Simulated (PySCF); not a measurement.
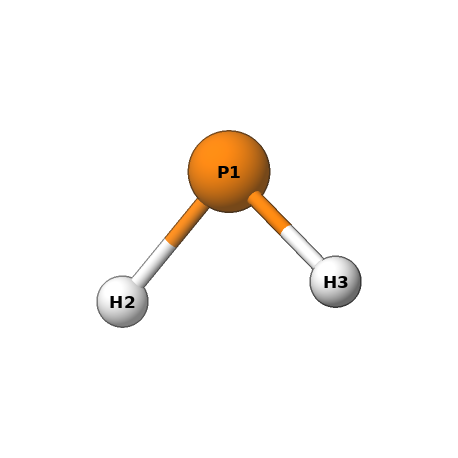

State: neutral, doublet. Computed geometry: GFN2-xTB optimisation. No frequency run is at hand to confirm it as a minimum. Method: UKS B3LYP, pcH-1 on H P, non-relativistic (PySCF 2.14.0). Fermi-contact and spin-dipolar terms alone, no spin-orbit part.

Which nucleus has the largest dipolar (anisotropic) hyperfine coupling?

Answer. 31P at P1: principal values −336.5, −316.2, 652.7 MHz.

List the isotropic and dipolar parts for the most strongly coupled nuclei, one of each equivalent set.

```json
{"atom": "P1", "isotope": "31P", "a_iso (MHz)": "139.4", "dipolar part (MHz)": "−336.5, −316.2, 652.7"}
{"atom": "H2", "isotope": "1H", "a_iso (MHz)": "−39.0", "dipolar part (MHz)": "−18.7, 3.3, 15.3"}
```

The geometry is semi-empirical. Around P such bond lengths and angles can be off by a tenth of an ångström or more and by several degrees, and values that hang on the shape move with them.
